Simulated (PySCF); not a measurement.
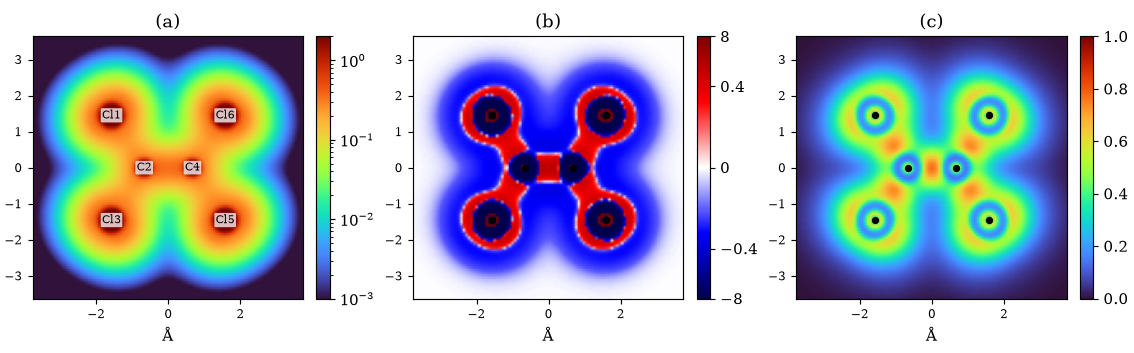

Figure. C2Cl4, SMILES `ClC(Cl)=C(Cl)Cl`. Three fields in the molecular plane. (b): red positive, blue negative.

Method: PBE0/def2-TZVP; geometry: GFN2-xTB; program: PySCF. No frequency check shows the geometry to be a minimum. GFN2-xTB bond lengths at metals and heavier atoms can be off by up to 0.1 Å and shapes distorted, which carries into these values.

Cartesian coordinates (Å):

```
Cl1      1.5761   -1.4521    0.0000
C2       0.6693    0.0002    0.0000
Cl3      1.5763    1.4519    0.0000
C4      -0.6693   -0.0002    0.0000
Cl5     -1.5761    1.4521    0.0000
Cl6     -1.5763   -1.4519    0.0000
```

**The panels show, in some order, the localised orbital locator (LOL), electron density and negative Laplacian of the density (−∇²ρ). Which is which?**

(a) is the electron density: it is positive everywhere and peaks at the nuclei. (b) is the negative Laplacian of the density (−∇²ρ): shells alternate in sign around each nucleus and valence concentrations outline the bonding and non-bonding pairs. (c) is the localised orbital locator (LOL): it runs from 0 to 1, peaks where electrons are localised, as in bonds, and fades smoothly outside.
